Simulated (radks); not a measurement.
Run report: Zr, atomic calculation

The neutral zirconium atom in the configuration [Kr] 4d2 5s2 (high spin). It sits in a hard spherical wall of radius 3 bohr. Computed at this level: scalar-relativistic Kohn-Sham, PBE, spin-polarised, spherical densities, finite nucleus (the in-house radial solver radks).

Input:
```
Z 40
configuration [Kr] 4d2 5s2 5p0 6s0 4f0
relativity scalar-relativistic
functional pbe,pbe
spin polarised
nucleus finite rms 4.2694 fm
wall 3 bohr
c 137.035999084
```

Energies in input and log are in hartree, lengths in bohr (the nuclear radius in fm).

The program's output:
```
1s      1   1.0000        -654.09638202
2s      1   1.0000         -89.84372402
2p      1   3.0000         -80.01531236
3s      1   1.0000         -13.99850705
3p      1   3.0000         -10.79881333
3d      1   5.0000          -5.54657528
4s      1   1.0000          -1.32453162
4p      1   3.0000          -0.53547550
4d      1   2.0000           0.61751023
5s      1   1.0000           1.29553172
5p      1   0.0000           1.80990893
6s      1   0.0000           4.89973246
4f      1   0.0000           1.72734176
1s      2   1.0000        -654.09662432
2s      2   1.0000         -89.83491837
2p      2   3.0000         -80.00880706
3s      2   1.0000         -13.99366297
3p      2   3.0000         -10.79345648
3d      2   5.0000          -5.53829172
4s      2   1.0000          -1.27330267
4p      2   3.0000          -0.47910359
4d      2   0.0000           0.67825968
5s      2   1.0000           1.34027855
5p      2   0.0000           1.85182056
6s      2   0.0000           4.94296178
4f      2   0.0000           1.78709224
Etot -3595.4052206592373
Ekin 3711.010654571524
Encl -8703.728365222738
Eh 1512.383743768325
Exc -115.07125377634871
err 1.66731671928915e-09
it 15
```

Slater integrals of the outer shells (hartree):

```
 integral   value
F0(5s,5s)  0.4835
F0(5s,4d)  0.5116
G2(5s,4d)  0.1233
F0(5s,4p)  0.5413
G1(5s,4p)  0.0838
F0(5s,4s)  0.5579
G0(5s,4s)  0.0579
F0(5s,4f)  0.4854
```

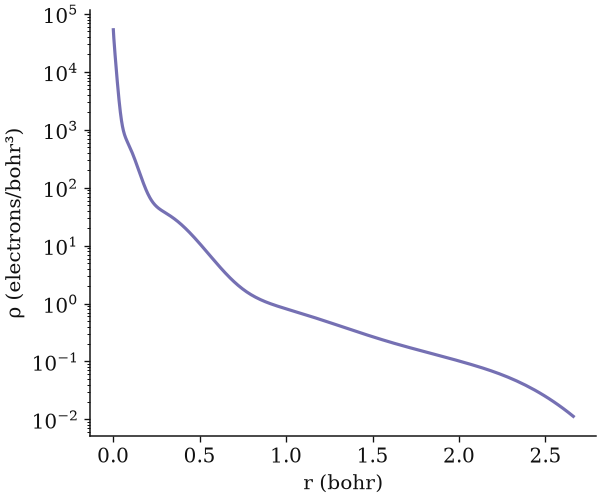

*The electron density ρ(r) on a logarithmic scale.*

The density falls from 54000 electrons/bohr³ at the inner end (r = 0.0013 bohr). The steps in the slope mark the shells; the radial density has its minima at 0.053 and 0.23 bohr. The wall forces the density to zero at its radius.

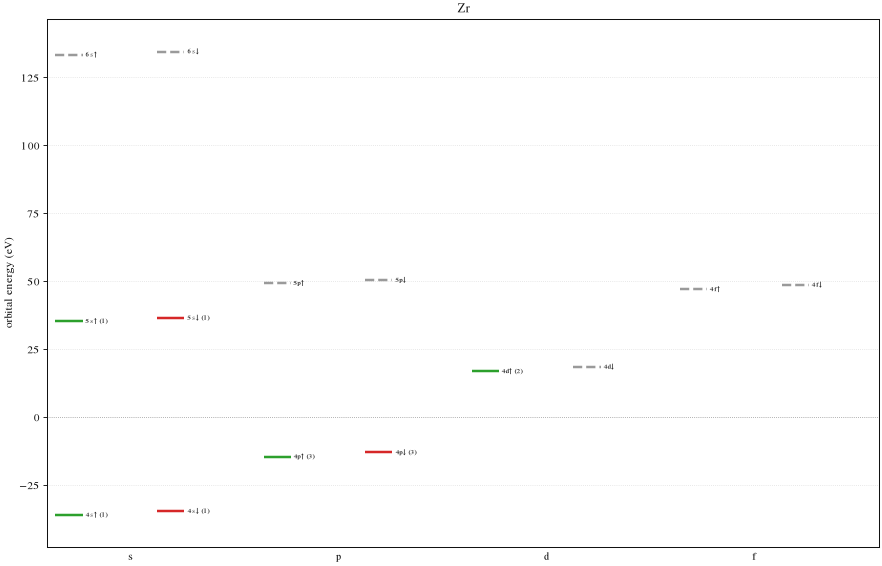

*The outer levels are drawn (occupations in brackets, up spins at the left of each column and down spins at the right, empty levels dashed).*

The highest occupied level is 5s down at 36.5 eV. The highest 5 occupied levels, from the top down, are 5s down (36.5 eV), 5s up (35.3 eV), 4d up (16.8 eV), 4p down (−13.0 eV), 4p up (−14.6 eV). The largest exchange splitting (down less up) among the shells drawn in both spins is that of 4d, 1.65 eV. The wall pushes the highest level above zero, where only the wall holds the electron in. The order isn't aufbau: the empty 4d down level lies under the highest occupied one.

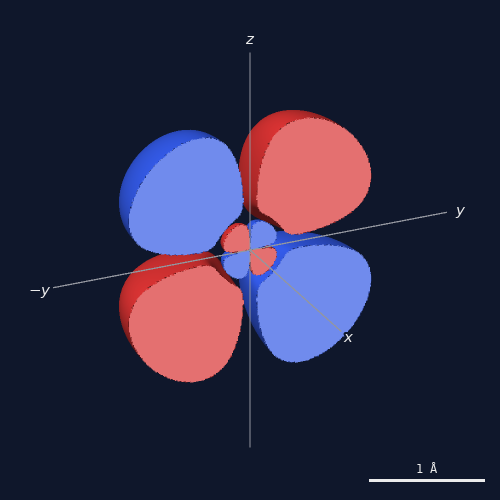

*One occupied orbital of up spin is shown. The surface of constant |ψ| that holds about 90 % of the electron is drawn, red where ψ is positive and blue where it is negative, with the half in front of the yz plane cut away and the cut face painted. The radial function comes from the spherical calculation and is multiplied by a real spherical harmonic; the overall sign is chosen so that the largest lobe of P(r) is positive; at the scalar-relativistic level it is the large component.*

It is 4d(yz) of up spin. It has the nodal planes xy and xz and 1 radial node, at r = 0.584 bohr. The outermost maximum of P² lies at 1.54 bohr, ⟨r⟩ = 1.60 bohr, 90 % of the charge lies within 2.26 bohr, and the eigenvalue is 16.8 eV, with 2 electrons in the shell for this spin.

Key numbers:

```tsv
quantity	value
outcome	converged
total energy	−3595.4052 hartree
kinetic energy	3711.0107 hartree
electron–nucleus energy	−8703.7284 hartree
Hartree energy	1512.3837 hartree
exchange–correlation energy	−115.071254 hartree
radius at density 0.001 e/bohr³	2.89 bohr
pressure on the wall	1220 GPa
SCF iterations	15
hardware	1 CPU thread, shared host
```
